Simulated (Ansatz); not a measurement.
The figure comes from a scan of GaAs (zinc blende): a phonon pattern at X = (0.5, 0.5, 0.0) is frozen into a 4-atom cell, Q being the largest atomic displacement. All values below come from r2SCAN (plane waves to 500 eV, PAW, scalar-relativistic; Ansatz, a program for electronic structure). k mesh 10×10×10 (Γ-centred), Fermi-Dirac smearing 0.05 eV. Energies are smeared free energies. GaAs was relaxed with its symmetry unable to fall. The PAW data are Ansatz's earlier set. The zero of ΔE is the undisplaced structure.

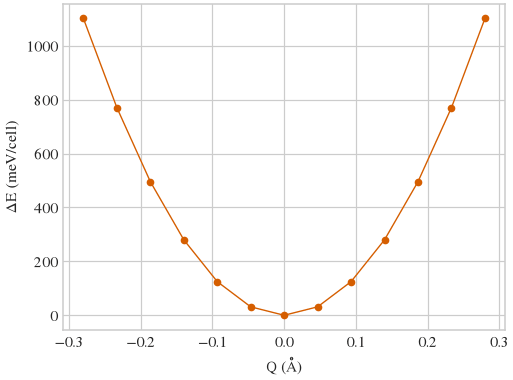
Figure: ΔE (meV/cell) against Q (Å); computed points joined by lines.

### Question
List the plotted points as numbers.

### Answer
To the nearest 20:

```
Q (Å)   ΔE (meV/cell)
------  -------------
-0.280           1100
-0.233            780
-0.187            500
-0.140            280
-0.093            120
-0.047             40
0.000               0
0.047              40
0.093             120
0.140             280
0.187             500
0.233             780
0.280            1100
```

(For displaced atoms, the force is minus the slope of the energy, and its curvature is a force constant, which sets phonon frequencies.)
